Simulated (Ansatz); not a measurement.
# Pressure series in hypothetical rock salt GaSb

Base system: GaSb in the rock salt structure (space group Fm-3m, No. 225; a = 5.799 Å; a hypothetical phase, not in the database extracts checked).

Cell and atoms are relaxed at each pressure.

All numbers come from PBE in Ansatz (plane waves to 420 eV, PAW, no SOC).

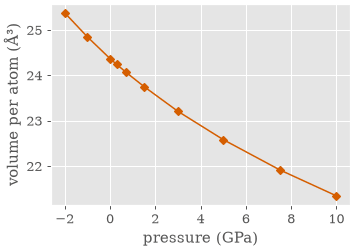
Volume per atom against pressure

Task: From the plot, what is the volume per atom for pressure −1 GPa?

Result: About 24.9 Å³.

Task: Is the trend monotonic over the range shown?

Result: Yes, it falls throughout, spanning 21.35 Å³ to 25.38 Å³.

Load acts through the strain it causes; cell and atoms are relaxed under it. Whether these cells are dynamically stable was not tested. Competing high-pressure phases were not computed. The final runs are not spin-polarised.

Ansatz is a first-principles code.
